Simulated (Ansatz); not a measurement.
The reference is GaN in the wurtzite structure (space group P6_3mc, No. 186; a = 3.183 Å, c = 5.184 Å).

Modification: full substitution N → Sb, then cell and atoms are relaxed.

Calculations: r2SCAN (Ansatz, a first-principles code), no spin-orbit coupling, earlier PAW set.

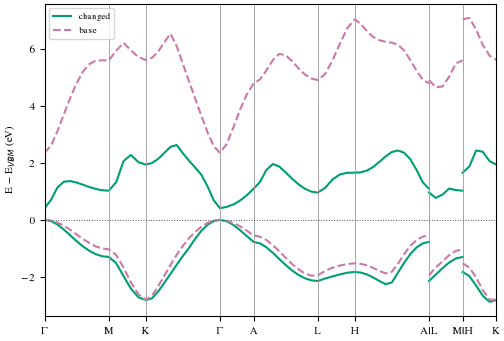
Fig. 1. Highest valence and lowest conduction band along the path, each from its own valence-band maximum

The gap is 0.41 eV, direct at Γ; the base has 2.35 eV.

Spin-orbit coupling, missing from the scalar runs, can matter with Sb. Stability against distortions was not tested. For GaSb in this form, whether it has been made was not checked. This is not the structure that GaSb has at room temperature and ambient pressure.
